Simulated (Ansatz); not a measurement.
# SiC, response to strain

Consider SiC in the zinc blende structure (space group F-43m, No. 216).

```yaml
crystal:
  lattice:
    - [0.00000, 2.17817, 2.17817]
    - [2.17817, 0.00000, 2.17817]
    - [2.17817, 2.17817, 0.00000]
  atoms:
    - { symbol: Si, position: [0.00000, 0.00000, 0.00000] }
    - { symbol: C, position: [0.25000, 0.25000, 0.25000] }
```

Strains are applied to the cell and any free atomic positions relax.

Calculations: Ansatz (a quantum-chemistry and plane-wave program) r2SCAN, scalar-relativistic without spin-orbit coupling.

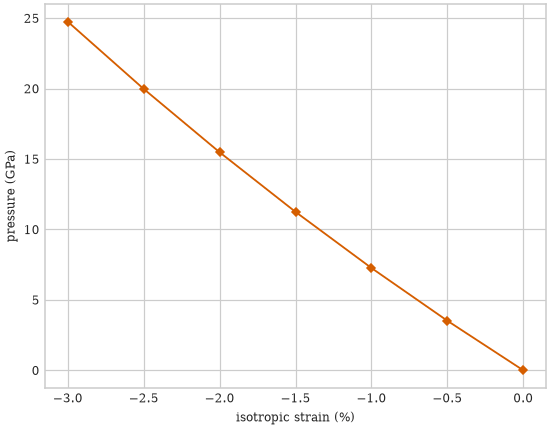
Figure. Pressure against isotropic strain

Problem. From the plot, what is the pressure for isotropic strain −2.00 %?

Solution. About 15 GPa.

Problem. Is the trend monotonic over the range shown?

Solution. Yes, it falls throughout, spanning 0.00 GPa to 24.75 GPa.

No phonon test of stability was made.
